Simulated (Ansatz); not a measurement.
# GeH4···GeH4: what the fields show

Input file:

```
crystal:
  periodic: [false, false, false]
  atoms:
    - { symbol: Ge, position_ang: [-0.314258, 0.066628, -0.492976] }
    - { symbol: Ge, position_ang: [-0.353456, -0.066934, 3.116871] }
    - { symbol: H, position_ang: [-0.757572, -0.20231, 4.595329] }
    - { symbol: H, position_ang: [0.604128, -1.209869, 2.744752] }
    - { symbol: H, position_ang: [0.352968, 1.280627, 2.907948] }
    - { symbol: H, position_ang: [0.876179, 0.176839, 0.471151] }
    - { symbol: H, position_ang: [-0.353614, 1.308838, -1.398151] }
    - { symbol: H, position_ang: [-0.146365, -1.190801, -1.361728] }
    - { symbol: H, position_ang: [-1.609584, -0.031516, 0.341759] }
    - { symbol: H, position_ang: [-1.601927, -0.131502, 2.210445] }
basis:
  gaussian: { orbitals: def2-SVP }
hamiltonian:
  xc: pbe0
  dispersion: d4
relax:
  f_tol: 0.03
  max_steps: 50
output:
  orbitals: {}
```

Launched as:

```sh
ansatz run input.yaml --threads 2 --pin off --max-ram 3072MiB --backend cpu --events-out ev --progress --plain --runs-dir out
```

The fields are those of the run's last geometry, not of the input's.

Level of theory: RKS PBE0-D4/def2-SVP in Ansatz 0.2.0.

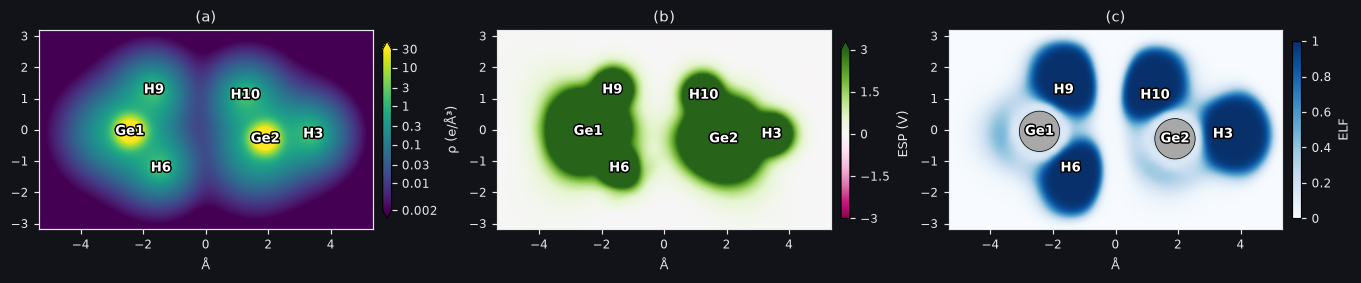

Figure 1. (a) electron density; (b) molecular electrostatic potential; (c) electron localisation function on the plane of atoms H3, Ge2 and H10. Grey discs cover the atomic cores in the ELF map.

What does the map show?

- Atoms in the plane: Ge and H.
- Ge1···Ge2 (4.34 Å): the density falls to about 0.02 e/Å³ on the way; the ELF dips to about 0 between them (a non-bonded, intermolecular contact).
- Ge–H (1.54 Å): ρ at the midpoint is about 1.1 e/Å³; the ELF climbs to about 1 towards the hydrogen.
- The potential has no marked negative region in this plane.

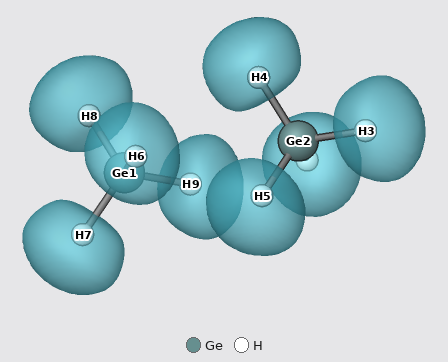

Figure 2. Isosurface of the electron localisation function at 0.9 (cyan), seen at a tilt. Core shells and regions of very low density are left out.

Where are the electrons localised?

The surface consists of eight regions around hydrogen nuclei.

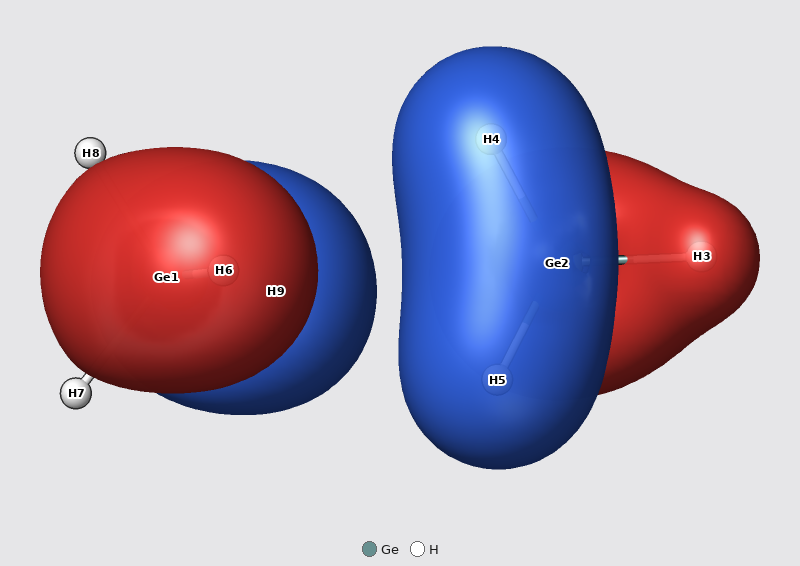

Figure 3. The HOMO−1 at ±0.06 Å⁻³ᐟ² (blue and red are the two phases), seen at a tilt.

Describe this orbital and give its energy.

Its weight (Hirshfeld) is mainly on Ge2 (about 25 %), Ge1 (about 20 %), H10 (about 15 %), H9 (about 15 %), H6 (about 10 %) and H4 (about 5 %). Its energy is −9.47 eV.
